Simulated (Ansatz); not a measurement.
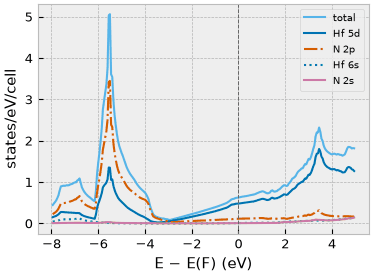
Fig. 1. Total and projected density of states of HfN (rock salt, Fm-3m), plane-wave PAW PBE (Ansatz code)

**Question.** Which orbitals carry the states next to the Fermi level?

**Answer.** Within 0.5 eV of the Fermi level: Hf 5d 77 %, N 2p 18 %. Projections are on Löwdin-orthogonalised atomic valence shells; empty p or d shells of many metals are not among them.

**Question.** Where is the tallest occupied peak in this window, and what makes it?

**Answer.** Near -5.5 eV, about 5.1 states/eV per cell; the largest projected share is N 2p.

The PBE relaxation kept the symmetry of its start. No spin polarisation was allowed. With an odd number of electrons in the cell and no spin polarisation, the count alone makes it a metal. Spin–orbit coupling is left out wherever it is not named.

Potentials: the later of the program's two PAW sets.
